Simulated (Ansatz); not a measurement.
**A computed series for C: response to strain**

The parent structure is C in the diamond structure (space group Fd-3m, No. 227; a = 3.560 Å). Axes: x, y, z lie along the cube axes.

Strains are applied to the cell and any free atomic positions relax; under biaxial strain the out-of-plane vector relaxes too.

Computed with Kohn–Sham DFT with the r2SCAN functional, run in Ansatz (a program for electronic structure) with PAW and 500 eV plane waves, no SOC.

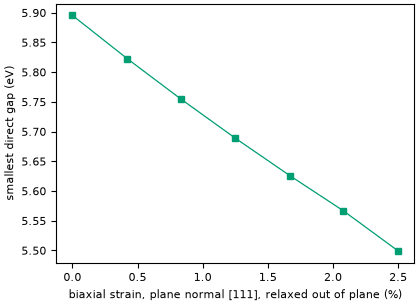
*Smallest direct gap against biaxial strain, plane normal [111], relaxed out of plane*

Q: From the plot, what is the smallest direct gap for biaxial strain +1.67 %, plane normal [111], relaxed out of plane?

A: About 5.63 eV.

Q: Is the trend monotonic over the range shown?

A: Yes, it falls throughout, spanning 5.50 eV to 5.90 eV.

Whether these cells are dynamically stable was not tested.
